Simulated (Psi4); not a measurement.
# CS2 (carbon disulfide), step by step, part 2 of 2

Psi4 1.11. The steps go on from the part before.

## 3. Vibrational wavenumbers at PBE0-D4/def2-TZVP (density fitting) (run 2)

cs2.xyz

```xyz
3
CS2
S      1.357000    -0.156000     0.729100
C      0.000000     0.000000     0.000000
S     -1.357000     0.156000    -0.729100
```

job.py

```python
import psi4

psi4.set_memory(1600000000)
psi4.set_num_threads(1)
psi4.core.set_output_file('psi4.out', False)

with open('cs2.xyz') as f:
    atoms = ''.join(f.readlines()[2:])
m = psi4.geometry('0 1\n' + atoms + '')

psi4.set_options({
    'basis': 'def2-TZVP',
    'reference': 'rks',
    't': 298.15,
    'rotational_symmetry_number': 2,
})

energy_value, wavefunction = psi4.frequency('pbe0-d4', return_wfn=True)
print('E =', round(energy_value, 9))
print('wavenumbers / cm^-1:', wavefunction.frequencies().np.round(1))
for k in ('ZPVE', 'ENTHALPY', 'GIBBS FREE ENERGY'):
    print(f'{k}: {psi4.variable(k):.8f} Eh')
for k, v in sorted(psi4.core.scalar_variables().items()):
    print(f'{k:45s} {v:18.10f}')
```

Run with:

```console
python job.py
```

psi4.out:

```text
Psi4 1.11 release

gradient() will perform analytic gradient computation.

   => Loading Basis Set <=

    Name: DEF2-TZVP
    Role: ORBITAL
    Keyword: BASIS

   => PBE0-D4(BJ,EEQ)ATM: Empirical Dispersion <=

        a1 =       0.400856
        a2 =       5.029288
       alp =      16.000000
        s6 =       1.000000
        s8 =       1.200655
        s9 =       1.000000
        ga =       3.000000
        gc =       2.000000
        wf =       6.000000

         ---------------------------------------------------------
                                   SCF
                              RKS Reference
                        1 Threads,   1525 MiB Core
         ---------------------------------------------------------

  ==> Geometry <==

    Molecular point group: d2h
    Full point group: D_inf_h

    Geometry (in Bohr), charge = 0, multiplicity = 1:

       Center              X                  Y                   Z               Mass
    ------------   -----------------  -----------------  -----------------  -----------------
         S            2.925947735913     0.000000000000     0.000000000000    31.972071174400
         C            0.000000000000     0.000000000000     0.000000000000    12.000000000000
         S           -2.925947735913    -0.000000000000     0.000000000000    31.972071174400

  Running in d2h symmetry.

  Rotational constants: A = ************  B =      0.10997  C =      0.10997 [cm^-1]
  Rotational constants: A = ************  B =   3296.71222  C =   3296.71222 [MHz]
  Nuclear repulsion =  109.366273386320316

  Charge       = 0
  Multiplicity = 1
  Electrons    = 38
  Nalpha       = 19
  Nbeta        = 19

  ==> Algorithm <==

  SCF Algorithm Type is DF.
  DIIS enabled.
  MOM disabled.
  Fractional occupation disabled.
  Guess Type is SAD.
  Energy threshold   = 1.00e-08
  Density threshold  = 1.00e-08
  Integral threshold = 1.00e-12

  ==> Primary Basis <==

  Basis Set: DEF2-TZVP
    Blend: DEF2-TZVP
    Number of shells: 37
    Number of basis functions: 105
    Number of Cartesian functions: 120
    Spherical Harmonics?: true
    Max angular momentum: 3

  ==> DFT Potential <==

   => LibXC <=

    Version 7.1.2

   => Composite Functional: PBE0-D4BJEEQATM <=

    PBE0-d4bjeeqatm Hyb-GGA Exchange-Correlation Functional

    Deriv               =              1
    GGA                 =           TRUE
    Meta                =          FALSE

    Exchange Hybrid     =           TRUE
    MP2 Hybrid          =          FALSE

   => Exchange Functionals <=

    0.7500   Perdew, Burke & Ernzerhof

   => Exact (HF) Exchange <=

    0.2500               HF

   => Correlation Functionals <=

    1.0000   Perdew, Burke & Ernzerhof

   => LibXC Density Thresholds  <==

    XC_HYB_GGA_XC_PBEH:  1.00E-15

   => Molecular Quadrature <=

    Radial Scheme          =       TREUTLER
    Pruning Scheme         =           NONE
    Nuclear Scheme         =       TREUTLER

    Blocking Scheme        =         OCTREE
    BS radius alpha        =              1
    Pruning alpha          =              1
    Radial Points          =             75
    Spherical Points       =            302
    Total Points           =          62946
    Total Blocks           =            564
    Max Points             =            256
    Max Functions          =             99
    Weights Tolerance      =       1.00E-15

   => Loading Basis Set <=

    Name: (DEF2-TZVP AUX)
    Role: JKFIT
    Keyword: DF_BASIS_SCF

  ==> Integral Setup <==

  DFHelper Memory: AOs need 0.030 GiB; user supplied 0.957 GiB.
  SCF_SUBTYPE=INCORE selected. In-core MEM_DF algorithm will be used.
  Using in-core AOs.

  ==> MemDFJK: Density-Fitted J/K Matrices <==

    J tasked:                   Yes
    K tasked:                   Yes
    wK tasked:                   No
    Memory [MiB]:               979
    Algorithm:                 Core
    Schwarz Cutoff:           1E-12
    Mask sparsity (%):       1.7415
    Fitting Condition:        1E-10

   => Auxiliary Basis Set <=

  Basis Set: (DEF2-TZVP AUX)
    Blend: DEF2-UNIVERSAL-JKFIT
    Number of shells: 101
    Number of basis functions: 331
    Number of Cartesian functions: 399
    Spherical Harmonics?: true
    Max angular momentum: 4

  Cached 100.0% of DFT collocation blocks in 0.161 [GiB].

  Minimum eigenvalue in the overlap matrix is 7.5458390886E-04.
  Reciprocal condition number of the overlap matrix is 1.5837885462E-04.
    Using symmetric orthogonalization.

  ==> Pre-Iterations <==

  SCF Guess: Superposition of Atomic Densities via on-the-fly atomic UHF (no occupation information).

   -------------------------
    Irrep   Nso     Nmo
   -------------------------
     Ag        25      25
     B1g       11      11
     B2g       11      11
     B3g        5       5
     Au         4       4
     B1u       14      14
     B2u       14      14
     B3u       21      21
   -------------------------
    Total     105     105
   -------------------------

  ==> Iterations <==

                           Total Energy        Delta E     RMS |[F,P]|

[... 4 lines left out ...]
   @DF-RKS iter   4:  -834.20810417846201   -2.10114e-02   5.60548e-04 DIIS/ADIIS
[... 4 lines left out ...]
   @DF-RKS iter   9:  -834.20832135281159   -2.87628e-11   9.05012e-09 DIIS
[... 39 lines left out ...]
    One-Electron Energy =               -1368.1823436057948129
[... 4 lines left out ...]
    Total Energy =                       -834.2083213528115948
[... 160 lines left out ...]
    Weights Tolerance      =       1.00E-15
[... 24 lines left out ...]
   @DF-RKS iter   3:  -834.18713289494133   -3.49405e-01   5.36309e-03 DIIS/ADIIS
[... 4 lines left out ...]
   @DF-RKS iter   8:  -834.20832115818723   -1.75430e-09   1.80479e-07 DIIS
[... 18 lines left out ...]
    Nuclear Repulsion Energy =            109.3896498756116955
[... 4 lines left out ...]
    VV10 Nonlocal Energy =                  0.0000000000000000
[... 58 lines left out ...]
    Weights Tolerance      =       1.00E-15
[... 79 lines left out ...]
   @DF-RKS iter   3:  -834.18705220974209   -3.48429e-01   5.37129e-03 DIIS/ADIIS
[... 4 lines left out ...]
   @DF-RKS iter   8:  -834.20832109139292   -1.76396e-09   1.80535e-07 DIIS
[... 18 lines left out ...]
    Nuclear Repulsion Energy =            109.3429068859720559
[... 4 lines left out ...]
    VV10 Nonlocal Energy =                  0.0000000000000000
[... 58 lines left out ...]
    Weights Tolerance      =       1.00E-15
[... 121 lines left out ...]
   @DF-RKS iter   2:  -833.83817606281616    2.37092e-01   1.43058e-02 DIIS/ADIIS
[... 4 lines left out ...]
   @DF-RKS iter   7:  -834.20832135032833   -4.18730e-07   1.08487e-06 DIIS
[... 15 lines left out ...]
  @DF-RKS Final Energy:  -834.20832135203614
[... 7 lines left out ...]
    Empirical Dispersion Energy =          -0.0023731821011337
[... 18 lines left out ...]
 Dipole Z            :          0.0000000            0.0000000            0.0000000
[... 135 lines left out ...]
   @DF-RKS iter   1:  -834.07526817583550   -7.85246e-02   1.07671e-02 DIIS/ADIIS
[... 4 lines left out ...]
   @DF-RKS iter   6:  -834.20832093169292   -9.82660e-06   1.58200e-05 DIIS
[... 10 lines left out ...]
    Final Occupation by Irrep:
[... 12 lines left out ...]
    DFT Exchange-Correlation Energy =     -42.6448152526003241
[... 18 lines left out ...]
 Dipole Y            :          0.0000000            0.0000000            0.0000000
[... 150 lines left out ...]
   @DF-RKS iter SAD:  -833.99674310305750   -8.33997e+02   0.00000e+00
[... 4 lines left out ...]
   @DF-RKS iter   5:  -834.20831101483134   -1.50073e-04   8.53756e-05 DIIS
[... 4 lines left out ...]
   @DF-RKS iter  10:  -834.20832127176004   -4.77485e-12   3.72142e-09 DIIS
[... 18 lines left out ...]
    One-Electron Energy =               -1368.1823254473636098
[... 4 lines left out ...]
    Total Energy =                       -834.2083212717600418
[... 129 lines left out ...]
    Weights Tolerance      =       1.00E-15
[... 24 lines left out ...]
   @DF-RKS iter   3:  -834.18380128819240   -3.45625e-01   4.24888e-03 DIIS/ADIIS
[... 4 lines left out ...]
   @DF-RKS iter   8:  -834.20832127169444   -1.67279e-09   1.79781e-07 DIIS
[... 15 lines left out ...]
  @DF-RKS Final Energy:  -834.20832127174583
[... 7 lines left out ...]
    Empirical Dispersion Energy =          -0.0023731821203874
[... 18 lines left out ...]
 Dipole Z            :          0.0000000            0.0000000            0.0000000
[... 134 lines left out ...]
   @DF-RKS iter   2:  -833.83817332620731    2.37093e-01   1.35688e-02 DIIS/ADIIS
[... 4 lines left out ...]
   @DF-RKS iter   7:  -834.20831957215182   -1.02813e-06   1.58220e-05 DIIS
[... 31 lines left out ...]
    Final Occupation by Irrep:
[... 12 lines left out ...]
    DFT Exchange-Correlation Energy =     -42.6448160641989844
[... 18 lines left out ...]
 Dipole Y            :          0.0000000            0.0000000            0.0000000
[... 85 lines left out ...]
  projected mass-weighted Hessian: Symmetric? True   Hermitian? True   Lin Dep Dim?  5 (5)
[... 8 lines left out ...]
  Vibration                       6                   7                   8
  Freq [cm^-1]                 413.0281            413.0281            693.2309
  Irrep                          B2u                 B1u                  Ag
  Reduced mass [u]             13.3142             13.3142             31.9721
  Force const [mDyne/A]         1.3382              1.3382              9.0527
  Turning point v=0 [a0]        0.1480              0.1480              0.0737
  RMS dev v=0 [a0 u^1/2]        0.3818              0.3818              0.2947
  IR activ [km/mol]             2.8039              2.8039              0.0000
  Char temp [K]                594.2554            594.2555            997.4049
  ----------------------------------------------------------------------------------
      1   S               -0.00 -0.18 -0.00    0.00  0.00 -0.18    0.71 -0.00  0.00
      2   C               -0.00  0.97  0.00    0.00 -0.00  0.97   -0.00 -0.00  0.00
      3   S               -0.00 -0.18 -0.00    0.00  0.00 -0.18   -0.71 -0.00 -0.00

  Vibration                       9
  Freq [cm^-1]                1598.5693
  Irrep                          B3u
  Reduced mass [u]             13.3142
  Force const [mDyne/A]        20.0460
  Turning point v=0 [a0]        0.0752
  RMS dev v=0 [a0 u^1/2]        0.1941
  IR activ [km/mol]            695.5045
  Char temp [K]               2299.9852
  ----------------------------------------------------------------------------------
      1   S               -0.18  0.00 -0.00
      2   C                0.97 -0.00 -0.00
      3   S               -0.18  0.00  0.00

  ==> Thermochemistry Components <==

  Entropy, S
    Electronic S                             0.000 [cal/(mol K)]        0.000 [J/(mol K)]       0.00000000 [mEh/K] (multiplicity = 1)
    Translational S                         38.898 [cal/(mol K)]      162.748 [J/(mol K)]       0.06198752 [mEh/K] (mol. weight = 75.9441 [u], P = 101325.00 [Pa])
    Rotational S                            15.596 [cal/(mol K)]       65.254 [J/(mol K)]       0.02485387 [mEh/K] (symmetry no. = 2)
    Vibrational S                            2.154 [cal/(mol K)]        9.012 [J/(mol K)]       0.00343245 [mEh/K]
  Total S                                   56.648 [cal/(mol K)]      237.014 [J/(mol K)]       0.09027384 [mEh/K]
  Correction S                               0.000 [cal/(mol K)]        0.000 [J/(mol K)]       0.00000000 [mEh/K]

  Constant volume heat capacity, Cv
    Electronic Cv                            0.000 [cal/(mol K)]        0.000 [J/(mol K)]       0.00000000 [mEh/K]
    Translational Cv                         2.981 [cal/(mol K)]       12.472 [J/(mol K)]       0.00475022 [mEh/K]
    Rotational Cv                            1.987 [cal/(mol K)]        8.314 [J/(mol K)]       0.00316681 [mEh/K]
    Vibrational Cv                           3.779 [cal/(mol K)]       15.811 [J/(mol K)]       0.00602217 [mEh/K]
  Total Cv                                   8.747 [cal/(mol K)]       36.597 [J/(mol K)]       0.01393920 [mEh/K]
  Correction Cv                              0.000 [cal/(mol K)]        0.000 [J/(mol K)]       0.00000000 [mEh/K]

  Constant pressure heat capacity, Cp
    Electronic Cp                            0.000 [cal/(mol K)]        0.000 [J/(mol K)]       0.00000000 [mEh/K]
    Translational Cp                         4.968 [cal/(mol K)]       20.786 [J/(mol K)]       0.00791703 [mEh/K]
    Rotational Cp                            1.987 [cal/(mol K)]        8.314 [J/(mol K)]       0.00316681 [mEh/K]
    Vibrational Cp                           3.779 [cal/(mol K)]       15.811 [J/(mol K)]       0.00602217 [mEh/K]
  Total Cp                                  10.734 [cal/(mol K)]       44.912 [J/(mol K)]       0.01710601 [mEh/K]
  Correction Cp                              0.000 [cal/(mol K)]        0.000 [J/(mol K)]       0.00000000 [mEh/K]

  ==> Thermochemistry Energy Analysis <==

  Raw electronic energy, E_e
  Total E_e, Electronic energy at well bottom                                          -834.20832135 [Eh]

  Zero-point vibrational energy, ZPVE = Sum_i omega_i / 2,  E_0 = E_e + ZPVE
    Vibrational ZPVE                         4.457 [kcal/mol]       18.649 [kJ/mol]       0.00710300 [Eh]        1558.928 [cm^-1]
  Correction ZPVE to E_e                     4.457 [kcal/mol]       18.649 [kJ/mol]       0.00710300 [Eh]        1558.928 [cm^-1]
  Total E_0, Enthalpy at 0 [K]                                                         -834.20121835 [Eh]
  *** Absolute enthalpy, not an enthalpy of formation ***

  Thermal (internal) energy, E (includes ZPVE and finite-temperature corrections)
    Electronic contrib to E beyond E_e       0.000 [kcal/mol]        0.000 [kJ/mol]       0.00000000 [Eh]
    Translational contrib to E               0.889 [kcal/mol]        3.718 [kJ/mol]       0.00141628 [Eh]
    Rotational contrib to E                  0.592 [kcal/mol]        2.479 [kJ/mol]       0.00094418 [Eh]
    Vibrational contrib to E                 4.904 [kcal/mol]       20.519 [kJ/mol]       0.00781545 [Eh]
  Correction E                               6.385 [kcal/mol]       26.717 [kJ/mol]       0.01017591 [Eh]
  Total E, Thermal (internal) energy at  298.15 [K]                                    -834.19814544 [Eh]

  Enthalpy, H_trans = E_trans + k_B * T = E_trans + P * V
    Electronic contrib to H beyond E_e       0.000 [kcal/mol]        0.000 [kJ/mol]       0.00000000 [Eh]
    Translational contrib to H               1.481 [kcal/mol]        6.197 [kJ/mol]       0.00236046 [Eh]
    Rotational contrib to H                  0.592 [kcal/mol]        2.479 [kJ/mol]       0.00094418 [Eh]
    Vibrational contrib to H                 4.904 [kcal/mol]       20.519 [kJ/mol]       0.00781545 [Eh]
  Correction H                               6.978 [kcal/mol]       29.196 [kJ/mol]       0.01112010 [Eh]
  Total H, Enthalpy at  298.15 [K]                                                     -834.19720126 [Eh]
  *** Absolute enthalpy, not an enthalpy of formation ***

  Gibbs free energy, G = H - T * S
    Electronic contrib to G beyond E_e       0.000 [kcal/mol]        0.000 [kJ/mol]       0.00000000 [Eh]
    Translational contrib to G             -10.116 [kcal/mol]      -42.326 [kJ/mol]      -0.01612112 [Eh]
    Rotational contrib to G                 -4.057 [kcal/mol]      -16.976 [kJ/mol]      -0.00646600 [Eh]
    Vibrational contrib to G                 4.262 [kcal/mol]       17.833 [kJ/mol]       0.00679207 [Eh]
  Correction G                              -9.912 [kcal/mol]      -41.470 [kJ/mol]      -0.01579505 [Eh]
  Total G, Gibbs energy at  298.15 [K]                                                 -834.22411640 [Eh]
  *** Absolute Gibbs energy, not a free energy of formation ***

[set-up sections that repeat, and orbital energies of the middle runs, are left out above]
```

The script printed:

```text
Warning: used thermodynamics relations inappropriate for low-frequency modes: ['413.0281' '413.0281']
E = -834.208321353
wavenumbers / cm^-1: [ 413.   413.   693.2 1598.6]
ZPVE: 0.00710300 Eh
ENTHALPY: -834.19720126 Eh
GIBBS FREE ENERGY: -834.22411640 Eh
CURRENT ENERGY                                   -834.2083213528
CURRENT REFERENCE ENERGY                         -834.2083213528
DD SOLVATION ENERGY                                 0.0000000000
DFT FUNCTIONAL TOTAL ENERGY                      -834.2059481707
DFT TOTAL ENERGY                                 -834.2083213528
DFT VV10 ENERGY                                     0.0000000000
DFT XC ENERGY                                     -42.6448153854
DISPERSION CORRECTION ENERGY                       -0.0023731821
ENTHALPY                                         -834.1972012561
ENTHALPY CORRECTION                                 0.0111200967
FINDIF NUMBER                                       8.0000000000
GIBBS FREE ENERGY                                -834.2241164028
GIBBS FREE ENERGY CORRECTION                       -0.0157950500
GRID ELECTRONS ALPHA                               18.9999992849
GRID ELECTRONS BETA                                18.9999992849
GRID ELECTRONS TOTAL                               37.9999985698
NUCLEAR REPULSION ENERGY                          109.3662733863
ONE-ELECTRON ENERGY                             -1368.1823436058
PBE0-D4(BJ,EEQ)ATM DISPERSION CORRECTION ENERGY      -0.0023731821
PCM POLARIZATION ENERGY                             0.0000000000
PE ENERGY                                           0.0000000000
SCF ITERATION ENERGY                             -834.2083213528
SCF ITERATIONS                                      9.0000000000
SCF TOTAL ENERGY                                 -834.2083213528
THERMAL ENERGY                                   -834.1981454406
THERMAL ENERGY CORRECTION                           0.0101759122
TWO-ELECTRON ENERGY                               467.2549374342
ZERO K ENTHALPY                                  -834.2012183534
ZPVE                                                0.0071029994
```

Wall time 44 s (1 thread of Intel Xeon Platinum 8259CL at 2.50GHz (Skylake/Cascade Lake), shared host); peak memory 0.45 GiB.

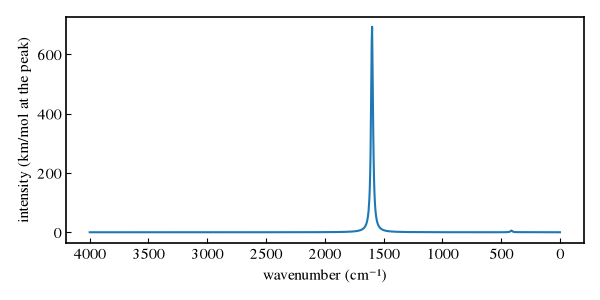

Harmonic infrared spectrum, unscaled, lines broadened by 10 cm⁻¹.

## 4. Results

What follows sums up all 2 parts.

```
                                                                           quantity             value
                                  run 1, PBE0-D4/def2-TZVP: total energy at the end     -834.20832 Eh
                                            run 1, PBE0-D4/def2-TZVP: dipole moment            0.00 D
                                              run 1, PBE0-D4/def2-TZVP: HOMO energy          -7.82 eV
                                              run 1, PBE0-D4/def2-TZVP: LUMO energy          -1.96 eV
                                            run 1, PBE0-D4/def2-TZVP: HOMO–LUMO gap           5.86 eV
                                        run 1, PBE0-D4/def2-TZVP: dispersion energy      -6.23 kJ/mol
                               run 2, PBE0-D4/def2-TZVP: lowest harmonic wavenumber          413 cm⁻¹
                              run 2, PBE0-D4/def2-TZVP: highest harmonic wavenumber         1599 cm⁻¹
                                        run 2, PBE0-D4/def2-TZVP: zero-point energy       18.6 kJ/mol
run 2, PBE0-D4/def2-TZVP: ideal-gas entropy at 298.15 K (symmetry number 2 as used)  56.6 cal/(mol K)
```

All 4 modes (run 2, PBE0-D4/def2-TZVP) are real, so the shape is a minimum at this level.
